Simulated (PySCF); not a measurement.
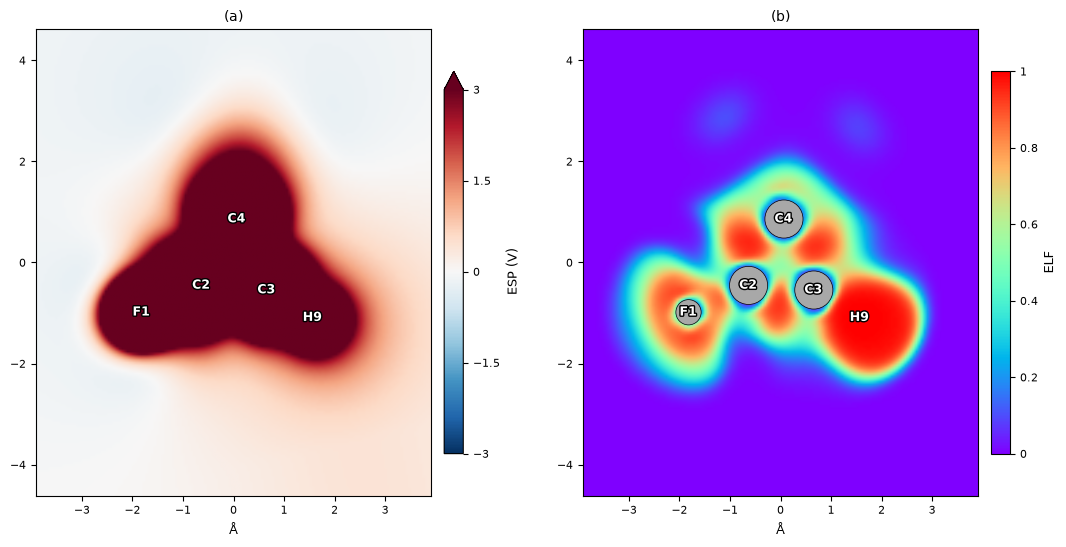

C4H2F4 (SMILES FC1=C[C@H]1C(F)(F)F). (a) molecular electrostatic potential; (b) ELF on the plane of atoms C2, C3 and H9. Grey discs cover the atomic cores in the ELF map.

Geometry: GFN2-xTB.

The calculation used CAM-B3LYP/def2-SVPD, SCF density, gas phase in PySCF.

| atom | x (Å) | y (Å) | z (Å) |
| --- | --- | --- | --- |
| F | -1.2304 | 0.4739 | 2.2022 |
| C | -0.9713 | -0.0737 | 1.0489 |
| C | -1.3436 | -0.6066 | -0.0697 |
| C | 0.1570 | -0.5190 | 0.1856 |
| C | 0.9733 | 0.5067 | -0.5677 |
| F | 1.4235 | 0.0296 | -1.7404 |
| F | 0.2733 | 1.6146 | -0.8462 |
| F | 2.0594 | 0.8942 | 0.1199 |
| H | -2.0754 | -0.9117 | -0.7736 |
| H | 0.7431 | -1.4032 | 0.4186 |

Describe what can be read from this map.

Answer.
- The section cuts through F, C and H sites.
- C–C (1.29 Å): the ELF peaks at about 0.80 between the atoms; a multiple bond.
- C–F (1.30 Å): the ELF peaks at about 0.85 between the atoms; a shared but strongly polarised pair.
- C–H (1.06 Å): the ELF climbs to about 1 towards the hydrogen, as it does in any bond to H; an ordinary covalent bond to hydrogen.
- C–C (1.49 Å): the ELF peaks at about 0.80 between the atoms (a covalent bond).
- The ELF also peaks beside F1, away from the bonds: lone-pair regions.
- The potential has no marked negative region in this plane.
